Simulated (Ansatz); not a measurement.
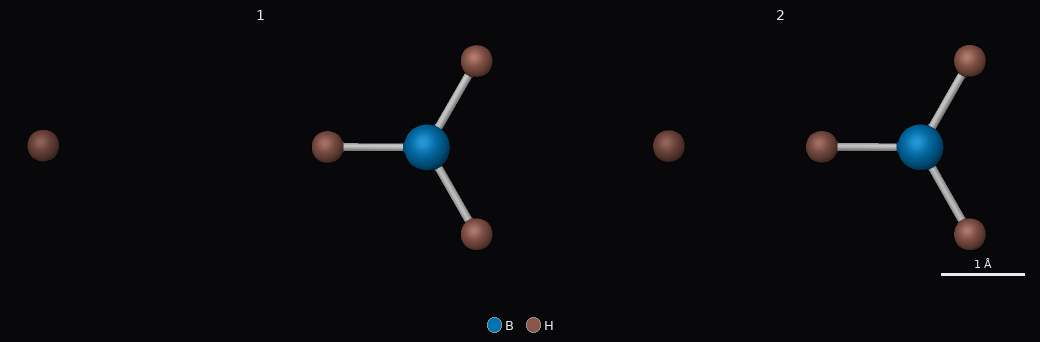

Two geometries of BH₄ (multiplicity 2), drawn at one scale. One is the start of a relaxation, the other its converged end. Style: ball-and-stick. Shown face on.

The calculation used UKS BLYP/def2-SVP in Ansatz. (collinear spin; force threshold 0.03 eV/Å; at most 50 steps)

Question: Which geometry has the lower energy?

Answer: Structure 1 is the relaxed one. The run prepares an end point of a later path (reaction) calculation, from a guessed geometry. Over 10 geometry steps the energy falls by 0.037 eV. The largest force component goes from 0.38 to 0.0049 eV/Å. The forces were under the threshold at step 5, but the run went on from there. The largest move after the best rigid fit is that of an H atom, 1.29 Å. Largest moves by element: H 1.29 Å, B 0.32 Å. Some distances before and after: B–H 1.203 → 1.211 Å.
